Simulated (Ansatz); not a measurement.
**SiH2OF (SMILES O[SiH]F) at UBLYP/def2-TZVP**

Aim: the vertical ionisation energy of SiH2OF at UBLYP/def2-TZVP, from 2 runs. 

The calculation is run with Ansatz 0.2.0.

62 further runs of the same task are left out: 62 set aside as unsound or not needed.

## (1) The system as given

The species is SiH2OF (5 atoms), meant as a doublet with charge 0. SMILES: `O[SiH]F`. Geometry: relaxed at PBE0-D4/def2-TZVP. This is one conformer, not always the lowest.

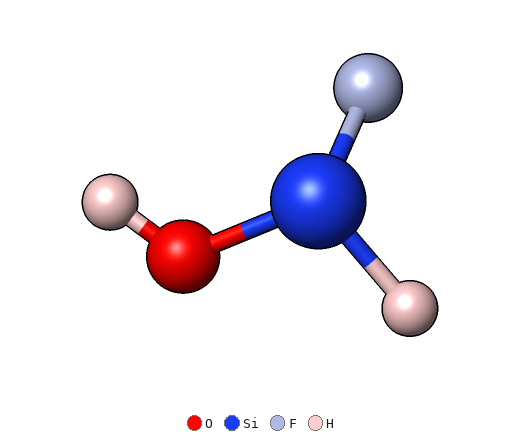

Viewed from a chosen angle; oxygen red, silicon blue, fluorine light blue, hydrogen pink.

## (2) A single-point energy at UBLYP/def2-TZVP

File input.yaml:

```yaml
crystal:
  periodic: [false, false, false]
  atoms:
    - {symbol: O, position_ang: [-0.615200, -0.884600, -0.276300]}
    - {symbol: Si, position_ang: [0.283900, 0.245700, 0.493100]}
    - {symbol: F, position_ang: [0.207000, 1.646500, -0.283100]}
    - {symbol: H, position_ang: [-1.564500, -0.765100, -0.338000]}
    - {symbol: H, position_ang: [1.688800, -0.242600, 0.404400]}
basis:
  gaussian: {orbitals: def2-TZVP}
magnetization: {spin_polarized: true, initial_magnetization: 1}
hamiltonian: {xc: {name: BLYP}}
accuracy: high
output: {orbitals: {seedname: orbitals}}
```

The run is started by

```console
$ ansatz run input.yaml --threads 1 --pin off --max-ram 3480MiB --events-out events.jsonl --progress --plain --runs-dir runs
```

Log:

```text
Warning: RAYON_NUM_THREADS=1 ignored (pool sized by the plan → 1); use --threads N
Functional definition: BLYP
  name "BLYP"
  parameter beta = 0.0042
  parameter a = 0.04918
  parameter b = 0.132
  parameter c = 0.2533
  parameter d = 0.349
  exchange = b88_x(beta = beta)
  correlation = lyp_c(a = a, b = b, c = c, d = d)
1873 factors; integrals over basis functions are off by at most 3.9e-9 eV
mean field evaluation 1: about -12669.2560 eV, gradient 5.2e1 eV
mean field evaluation 2: about -12613.6245 eV, gradient 1.2e2 eV
mean field evaluation 4: about -12676.8967 eV, gradient 1.5e1 eV
mean field evaluation 8: about -12677.5146 eV, gradient 1.6e-1 eV
mean field evaluation 16: about -12677.5147 eV, gradient 3.7e-5 eV
mean field -12677.51472390 eV, -465.8900729751 hartree, gradient 5.1e-8 eV, S^2 0.751442; 0 other end points of the search recorded, 0 dependent functions left out
reference -12677.51476915 eV, -465.8900746381 hartree; 17, 16 occupied and 94, 95 virtual orbitals, 1873 factors
Total energy: -12677.51476915 eV, -465.8900746381 hartree
```

Wall time 8.1 s (1 thread of Intel Xeon Platinum 8259CL at 2.50GHz (Skylake/Cascade Lake), shared host); peak memory 0.31 GiB.

## (3) The singlet cation at the same level

File job.yaml:

```yaml
crystal:
  periodic: [false, false, false]
  atoms:
    - symbol: O
      position_ang: [-0.615200, -0.884600, -0.276300]
    - symbol: Si
      position_ang: [0.283900, 0.245700, 0.493100]
    - symbol: F
      position_ang: [0.207000, 1.646500, -0.283100]
    - symbol: H
      position_ang: [-1.564500, -0.765100, -0.338000]
    - symbol: H
      position_ang: [1.688800, -0.242600, 0.404400]
basis:
  gaussian:
    orbitals: def2-TZVP
total_charge: 1
hamiltonian:
  xc: {name: BLYP}
accuracy: high
output:
  orbitals: {seedname: orbitals}
```

The run is started by

```console
$ ansatz run job.yaml --threads 1 --pin off --max-ram 3480MiB --events-out events.jsonl --progress --plain --runs-dir runs
```

Log:

```text
Warning: RAYON_NUM_THREADS=1 ignored (pool sized by the plan → 1); use --threads N
Functional definition: BLYP
  name "BLYP"
  parameter beta = 0.0042
  parameter a = 0.04918
  parameter b = 0.132
  parameter c = 0.2533
  parameter d = 0.349
  exchange = b88_x(beta = beta)
  correlation = lyp_c(a = a, b = b, c = c, d = d)
1873 factors; integrals over basis functions are off by at most 3.9e-9 eV
mean field evaluation 1: about -12644.9313 eV, gradient 1.3e2 eV
mean field evaluation 2: about -12452.8839 eV, gradient 3.0e2 eV
mean field evaluation 4: about -12667.9999 eV, gradient 2.1e1 eV
mean field evaluation 8: about -12669.0000 eV, gradient 4.9e-1 eV
mean field evaluation 16: about -12668.9918 eV, gradient 4.8e-5 eV
mean field -12668.99178682 eV, -465.5768608146 hartree, gradient 2.3e-8 eV, S^2 0.000000; 0 other end points of the search recorded, 0 dependent functions left out
reference -12668.99183107 eV, -465.5768624409 hartree; 16, 16 occupied and 95, 95 virtual orbitals, 1873 factors
Total energy: -12668.99183107 eV, -465.5768624409 hartree
```

It took 6 s on 1 thread of Intel Xeon Platinum 8259CL at 2.50GHz (Skylake/Cascade Lake), shared host; peak memory 0.26 GiB.

## (4) Outcome

At UBLYP/def2-TZVP:

```
                                          quantity          value
                      doublet SiH2OF: total energy  -465.89007 Eh
doublet SiH2OF: HOMO energy (highest over α and β)       -4.86 eV
 doublet SiH2OF: LUMO energy (lowest over α and β)       -3.28 eV
                              doublet SiH2OF: ⟨S²⟩          0.751
                      singlet cation: total energy  -465.57686 Eh
                       singlet cation: HOMO energy      -15.36 eV
                       singlet cation: LUMO energy      -12.03 eV
                     singlet cation: HOMO–LUMO gap        3.33 eV
vertical ionisation energy (to the singlet cation)       8.523 eV
```

What this shows: The vertical ionisation energy comes to 8.52 eV (822 kJ/mol). Only the singlet of the ionised species was computed; a triplet could lie lower.
